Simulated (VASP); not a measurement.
Band structure of Cr (bcc, AFM order). Computed with PW91 GGA, VASP's PBE PAW potentials (set 64) (plane waves; VASP).

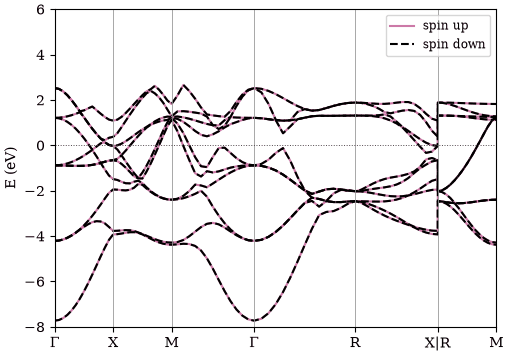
Bands along high-symmetry lines, zero at the valence-band maximum or, without a gap, the Fermi level

### Question
Read the plot: is there a gap, and where are the band edges?

### Answer
It has no gap at this level: it comes out as a metal or semimetal. (Edges off the drawn lines would not show.)

The compound is Cr in the bcc, AFM order structure. It was relaxed first.
